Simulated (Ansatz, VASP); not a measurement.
**Cross-check of MnO (Manganosite) between VASP and Ansatz**

One calculation is typed for both programs; each brings its own data sets and cutoff. How far apart do they land?

Program: Ansatz 0.2.0. Level of theory: plane waves, with VASP 6.6.1 beside it; relaxation of cell and atoms at PBEsol with D3(BJ), DFT+U. Results are calculated unless marked as measured.

## (1) Starting point

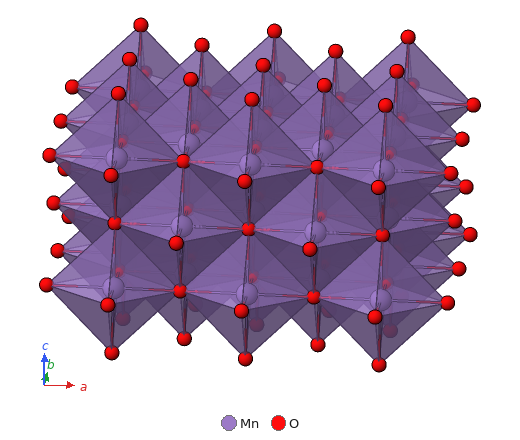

Start, viewed slightly off an axis; manganese light purple, oxygen red. 2×2×1 cells are drawn. This picture shows the conventional cell, with its axes. Some periodic images of atoms are drawn too.

## (2) VASP: relaxation of cell and atoms, PBEsol with D3(BJ), DFT+U

The relaxed volume is the usual yardstick between codes: its relative difference is about their pressure difference at one cell divided by the bulk modulus.

Lines of VASP's logs that name or quote its potential files are left out, and so is its time.

Contents of INCAR:

```
SYSTEM = MnO
PREC = Accurate
ENCUT = 520
EDIFF = 1E-07
NELM = 100
ISMEAR = 0
SIGMA = 0.03
LREAL = .FALSE.
ALGO = Normal
GGA = PS
IVDW = 12
NBANDS = 16
ISPIN = 2
MAGMOM = 4 0
LDAU = .TRUE.
LDAUTYPE = 2
LDAUL = 2 -1
LDAUU = 3.9 0
LDAUJ = 0 0
LDAUPRINT = 1
LASPH = .TRUE.
LMAXMIX = 4
LORBIT = 11
LWAVE = .FALSE.
LCHARG = .FALSE.
KPAR = 2
IBRION = 2
NSW = 50
ISIF = 3
EDIFFG = -0.002
```

Contents of POSCAR:

```
MnO
1.0
    0.0000000000      2.2230000000      2.2230000000
    2.2230000000      0.0000000000      2.2230000000
    2.2230000000      2.2230000000      0.0000000000
Mn O
1 1
Direct
    0.0000000000      0.0000000000      0.0000000000
    0.5000000000      0.5000000000      0.5000000000
```

Contents of KPOINTS:

```
Automatic mesh
0
Gamma
8 8 8
0 0 0
```

Potentials, in the order of the species: Mn_pv and O (PBE family, release 64).

Started as:

```
$ mpirun -np 2 vasp_std
```

Numbers of over 12 decimals in the logs are rounded to 6 here.

Log:

```text
[banner, memory and clock lines left out]
running    2 mpi-ranks, on    1 nodes
 distrk:  each k-point on    1 cores,    2 groups
 distr:  one band on    1 cores,    1 groups

 POSCAR found type information on POSCAR MnO
 POSCAR found :  2 types and       2 ions
|                                                                             |
|               ----> ADVICE to this user running VASP <----                  |
|                                                                             |
|     You enforced a specific xc type in the INCAR file but a different       |
|     [... a line on the potential file left out ...]
|     I HOPE YOU KNOW WHAT YOU ARE DOING!                                     |
|                                                                             |

 LDA part: xc-table for (Slater+PW92), standard interpolation
 POSCAR, INCAR and KPOINTS ok, starting setup
 FFT: planning ... GRIDC
 FFT: planning ... GRID_SOFT
 FFT: planning ... GRID
 WAVECAR not read
 entering main loop
       N       E                     dE             d eps       ncg     rms          rms(c)
DAV:   1     0.158256156088E+03    0.15826E+03   -0.11005E+04  1864   0.139E+03
DAV:   2    -0.969126006133E+01   -0.16795E+03   -0.15787E+03  2120   0.370E+02
DAV:   3    -0.165188412918E+02   -0.68276E+01   -0.67875E+01  1952   0.826E+01
DAV:   4    -0.165741235776E+02   -0.55282E-01   -0.55280E-01  2152   0.769E+00
DAV:   5    -0.165748787441E+02   -0.75517E-03   -0.75517E-03  1960   0.880E-01    0.143E+01
DAV:   6    -0.159239488848E+02    0.65093E+00   -0.12711E+01  2264   0.419E+01    0.144E+01
DAV:   7    -0.162305978439E+02   -0.30665E+00   -0.11309E+00  1856   0.146E+01    0.862E+00
DAV:   8    -0.162342968326E+02   -0.36990E-02   -0.14800E-01  2024   0.380E+00    0.509E+00
DAV:   9    -0.162461601213E+02   -0.11863E-01   -0.24767E-02  1944   0.216E+00    0.573E-01
DAV:  10    -0.162456379197E+02    0.52220E-03   -0.81627E-03  2064   0.128E+00    0.106E-01
DAV:  11    -0.162457296652E+02   -0.91745E-04   -0.38499E-04  1896   0.204E-01    0.557E-02
DAV:  12    -0.162457597235E+02   -0.30058E-04   -0.35727E-05  1968   0.688E-02    0.210E-02
DAV:  13    -0.162457651871E+02   -0.54636E-05   -0.30635E-06  1912   0.230E-02    0.897E-03
DAV:  14    -0.162457641075E+02    0.10796E-05   -0.41130E-06  1904   0.193E-02    0.631E-03
DAV:  15    -0.162457660432E+02   -0.19357E-05   -0.30241E-07  1776   0.672E-03    0.147E-03
DAV:  16    -0.162457660306E+02    0.12671E-07   -0.31742E-08   976   0.157E-03
   1 F= -.16688330E+02 E0= -.16688325E+02  d E =-.166883E+02  mag=     5.0000
[... from here on, the cycles between the ionic steps are left out ...]
  13 F= -.13719667E+02 E0= -.13719231E+02  d E =0.296866E+01  mag=     1.0039
  14 F= -.13719665E+02 E0= -.13719233E+02  d E =0.296866E+01  mag=     1.0039
  15 F= -.13649046E+02 E0= -.13648798E+02  d E =0.706194E-01  mag=     1.0039
  16 F= -.13719666E+02 E0= -.13719231E+02  d E =-.382466E-06  mag=     1.0039
  17 F= -.13719666E+02 E0= -.13719232E+02  d E =-.680569E-06  mag=     1.0039
  18 F= -.13719667E+02 E0= -.13719231E+02  d E =-.212814E-05  mag=     1.0039
  19 F= -.13713102E+02 E0= -.13712755E+02  d E =0.656275E-02  mag=     1.0039
  20 F= -.13719667E+02 E0= -.13719229E+02  d E =-.221790E-05  mag=     1.0039
  21 F= -.13718695E+02 E0= -.13718261E+02  d E =0.970038E-03  mag=     1.0039
 curvature: -59.85 expect dE=-0.226E+02 dE for cont linesearch -0.226E+02
 ZBRENT: interpolating
 opt :   0.0112  next Energy=   -13.719667 (dE=-0.228E-05)
 bond charge predicted
       N       E                     dE             d eps       ncg     rms          rms(c)
DAV:   1    -0.131808812827E+02    0.32409E-03   -0.45259E-03  1864   0.994E-01    0.167E-01
DAV:   2    -0.131805894604E+02    0.29182E-03   -0.80541E-04  1864   0.358E-01    0.838E-02
DAV:   3    -0.131805947913E+02   -0.53310E-05   -0.13705E-04  1912   0.124E-01    0.474E-02
DAV:   4    -0.131805985445E+02   -0.37531E-05   -0.73254E-06  1912   0.294E-02    0.144E-02
DAV:   5    -0.131806010692E+02   -0.25247E-05   -0.36855E-06  2032   0.214E-02    0.202E-02
DAV:   6    -0.131806011521E+02   -0.82905E-07   -0.20744E-07  1760   0.488E-03
  22 F= -.13719662E+02 E0= -.13719203E+02  d E =0.338654E-05  mag=     1.0039
 curvature:  -0.00 expect dE=-0.147E-13 dE for cont linesearch -0.147E-13
 trial: gam= 0.00000 g(F)=  0.403E-59 g(S)=  0.877E-07 ort =-0.595E-05 (trialstep = 0.642E+00)
 search vector abs. value=  0.878E-07
 reached required accuracy - stopping structural energy minimisation
```

From OUTCAR (step 2):

```text
ion  position               nearest neighbor table
   1  0.000  0.000  0.000-   2 2.22   2 2.22   2 2.22   2 2.22   2 2.22   2 2.22
   2  0.500  0.500  0.500-   1 2.22   1 2.22   1 2.22   1 2.22   1 2.22   1 2.22

  LATTYP: Found a face centered cubic cell.
 ALAT       =     4.4460000000

 Subroutine GETGRP returns: Found 48 space group operations
 (whereof 48 operations were pure point group operations)

The static configuration has the point symmetry O_h .

 Found     29 irreducible k-points:

   k-points           NKPTS =     29   k-points in BZ     NKDIM =     29   number of bands    NBANDS=     16

   dimension x,y,z NGX =    24 NGY =   24 NGZ =   24
   dimension x,y,z NGXF=    48 NGYF=   48 NGZF=   48

   ENCUT  =  520.0 eV  38.22 Ry    6.18 a.u.   5.85  5.85  5.85*2*pi/ulx,y,z

   NELECT =      19.0000    total number of electrons

 k-points in reciprocal lattice and weights: Automatic mesh
   0.00000000  0.00000000  0.00000000       0.002
   0.12500000  0.00000000  0.00000000       0.016
   0.25000000  0.00000000  0.00000000       0.016
   0.37500000  0.00000000  0.00000000       0.016
   0.50000000  0.00000000  0.00000000       0.008
   0.12500000  0.12500000  0.00000000       0.012
   0.25000000  0.12500000  0.00000000       0.047
   0.37500000  0.12500000  0.00000000       0.047
   0.50000000  0.12500000  0.00000000       0.047
[...]
-0.37500000  0.50000000  0.12500000       0.023
  -0.25000000  0.50000000  0.25000000       0.012

 Edisp (eV)   -0.53749

atom =   1  type =  1  l = 2

 onsite density matrix

spin component  1

  0.9331  0.0000 -0.0000  0.0000 -0.0000
  0.0000  0.9331 -0.0000  0.0000  0.0000
 -0.0000 -0.0000  0.0971 -0.0000  0.0000
  0.0000  0.0000 -0.0000  0.9331  0.0000
 -0.0000  0.0000  0.0000  0.0000  0.0971

spin component  2

  0.0348  0.0000  0.0000  0.0000 -0.0000
  0.0000  0.0348 -0.0000 -0.0000  0.0000
  0.0000 -0.0000  0.9568 -0.0000 -0.0000
  0.0000 -0.0000 -0.0000  0.0348  0.0000
 -0.0000  0.0000 -0.0000  0.0000  0.9568

 occupancies and eigenvectors

  o =  0.0348  v =  0.0000  0.0000  0.0000  0.0000  0.0000 -0.0417 -0.5566  0.0000  0.8298  0.0000      0.0000  0.0000  0.0000  0.0000  0.0000  0.0000  0.0000  0.0000  0.0000  0.0000
  o =  0.0348  v =  0.0000  0.0000  0.0000  0.0000  0.0000  0.0804 -0.8297 -0.0000 -0.5525  0.0000      0.0000  0.0000  0.0000  0.0000  0.0000  0.0000  0.0000  0.0000  0.0000  0.0000
  o =  0.0348  v =  0.0000  0.0000  0.0000  0.0000  0.0000  0.9959  0.0436  0.0000  0.0793 -0.0000      0.0000  0.0000  0.0000  0.0000  0.0000  0.0000  0.0000  0.0000  0.0000  0.0000
  o =  0.0971  v =  0.0000  0.0000  0.9999  0.0000 -0.0127  0.0000  0.0000  0.0000  0.0000  0.0000      0.0000  0.0000  0.0000  0.0000  0.0000  0.0000  0.0000  0.0000  0.0000  0.0000
  o =  0.0971  v =  0.0000  0.0000 -0.0127  0.0000 -0.9999  0.0000  0.0000  0.0000  0.0000  0.0000      0.0000  0.0000  0.0000  0.0000  0.0000  0.0000  0.0000  0.0000  0.0000  0.0000
  o =  0.9331  v =  1.0000  0.0000  0.0000  0.0000  0.0000  0.0000  0.0000  0.0000  0.0000  0.0000      0.0000  0.0000  0.0000  0.0000  0.0000  0.0000  0.0000  0.0000  0.0000  0.0000
  o =  0.9331  v =  0.0000 -0.7601  0.0000  0.6498 -0.0000  0.0000  0.0000  0.0000  0.0000  0.0000      0.0000  0.0000  0.0000  0.0000  0.0000  0.0000  0.0000  0.0000  0.0000  0.0000
  o =  0.9331  v =  0.0000 -0.6498  0.0000 -0.7601 -0.0000  0.0000  0.0000  0.0000  0.0000  0.0000      0.0000  0.0000  0.0000  0.0000  0.0000  0.0000  0.0000  0.0000  0.0000  0.0000
  o =  0.9568  v =  0.0000  0.0000  0.0000  0.0000  0.0000  0.0000 -0.0000  0.9729 -0.0000  0.2313      0.0000  0.0000  0.0000  0.0000  0.0000  0.0000  0.0000  0.0000  0.0000  0.0000
  o =  0.9568  v =  0.0000  0.0000  0.0000  0.0000  0.0000 -0.0000  0.0000 -0.2313  0.0000  0.9729      0.0000  0.0000  0.0000  0.0000  0.0000  0.0000  0.0000  0.0000  0.0000  0.0000

 average (electrostatic) potential at core
       1 -67.3438       2 -68.8634

 E-fermi :   7.4200

 spin component 1
 k-point     1 :       0.0000    0.0000    0.0000
  band No.  band energies     occupation
    ...
      7       3.4031      1.00000
      8       3.9352      1.00000
      9       3.9352      1.00000
     10       3.9352      1.00000
     11       7.0966      1.00000
     12       8.5382      0.00000
     13       8.5391      0.00000
     14      21.1678      0.00000
     15      23.1344      0.00000
     16      23.1344      0.00000

 k-point     2 :       0.1250    0.0000    0.0000
  band No.  band energies     occupation
    ...
      6       3.2017      1.00000
      7       3.2020      1.00000
      8       3.9962      1.00000
      9       3.9964      1.00000
     10       4.0104      1.00000
     11       8.1106      0.00000
     12       8.8903      0.00000
     13       8.8912      0.00000
     14      19.4903      0.00000
     15      22.7962      0.00000
    ...

 k-point     3 :       0.2500    0.0000    0.0000
  band No.  band energies     occupation
    ...
      6       2.7385      1.00000
      7       2.7387      1.00000
      8       4.2228      1.00000
      9       4.2232      1.00000
     10       4.3029      1.00000
     11       9.6744      0.00000
     12       9.6753      0.00000
     13       9.7289      0.00000
     14      17.1878      0.00000
     15      21.4818      0.00000
    ...

 k-point     4 :       0.3750    0.0000    0.0000
  band No.  band energies     occupation
    ...
      6       2.3393      1.00000
      7       2.3394      1.00000
      8       4.4818      1.00000
      9       4.4823      1.00000
     10       4.7180      1.00000
     11      10.4302      0.00000
     12      10.4311      0.00000
     13      10.7479      0.00000
     14      15.7082      0.00000
     15      20.0325      0.00000
    ...

 k-point     5 :       0.5000    0.0000    0.0000
  band No.  band energies     occupation
    ...
      6       2.1892      1.00000
      7       2.1894      1.00000
      8       4.5947      1.00000
      9       4.5953      1.00000
     10       4.9420      1.00000
     11      10.7514      0.00000
     12      10.7524      0.00000
     13      10.9266      0.00000
     14      15.3598      0.00000
     15      19.4333      0.00000
    ...

 k-point     6 :       0.1250    0.1250    0.0000
  band No.  band energies     occupation
    ...
      6       2.9720      1.00000
      7       2.9720      1.00000
      8       3.2540      1.00000
      9       4.4408      1.00000
     10       4.4409      1.00000
     11       7.9230      0.00000
     12       8.6210      0.00000
     13       9.6156      0.00000
     14      19.6139      0.00000
     15      22.1712      0.00000
    ...

 Edisp (eV)   -0.53906

  Total       0.00110     0.00110     0.00110     0.00000     0.00000     0.00000
  in kB       0.07992     0.07992     0.07992     0.00000     0.00000     0.00000
  external pressure =        0.08 kB  Pullay stress =        0.00 kB

  energy-cutoff  :      520.00
  volume of cell :       22.07
      direct lattice vectors                 reciprocal lattice vectors
     0.000000000  2.226449870  2.226449870    -0.224572763  0.224572763  0.224572763
     2.226449870  0.000000000  2.226449870     0.224572763 -0.224572763  0.224572763
     2.226449870  2.226449870  0.000000000     0.224572763  0.224572763 -0.224572763

 POSITION                                       TOTAL-FORCE (eV/Angst)
 -----------------------------------------------------------------------------------
      0.00000      0.00000      0.00000         0.000000      0.000000      0.000000
      2.22645      2.22645      2.22645         0.000000     -0.000000     -0.000000
 -----------------------------------------------------------------------------------
    total drift:                                0.000000     -0.000000     -0.000000

  FREE ENERGIE OF THE ION-ELECTRON SYSTEM (eV)
  ---------------------------------------------------
  free  energy   TOTEN  =       -13.7196617653 eV

  energy  without entropy=      -13.7187450504  energy(sigma->0) =      -13.71920341

 reached required accuracy - stopping structural energy minimisation

 total charge
# of ion       s       p       d       tot
------------------------------------------
    1        0.206   6.179   4.990  11.375
    2        1.554   3.401   0.000   4.955
--------------------------------------------------
tot          1.760   9.581   4.990  16.330

 magnetization (x)
# of ion       s       p       d       tot
------------------------------------------
    1        0.003  -0.004   0.971   0.970
    2       -0.026  -0.044   0.000  -0.070
--------------------------------------------------
tot         -0.022  -0.048   0.971   0.901

[... 6 further parts left out ...]
```

CONTCAR:

```
MnO
   1.00000000000000
     0.0000000000000000    2.2264498700685049    2.2264498700685049
     2.2264498700685049    0.0000000000000000    2.2264498700685049
     2.2264498700685049    2.2264498700685049    0.0000000000000000
  Mn              O
     1     1
Direct
     0.0000000000000000    0.0000000000000000    0.0000000000000000
     0.5000000000000000    0.5000000000000000    0.5000000000000000
```

[end of part 1 of 2]

[Lines on the potential files, build, host, timing and source positions are cut from VASP's logs without a mark.]

[Logs are printed without paths, hosts, clocks, repeated set-up lines and the standing remarks that a program may print on its own settings, such as how far it seeks lower states.]

[Hosts, paths, dates, database ids (printed as entryN), source tags and the programs' standing remarks are cut or masked in the printed files.]
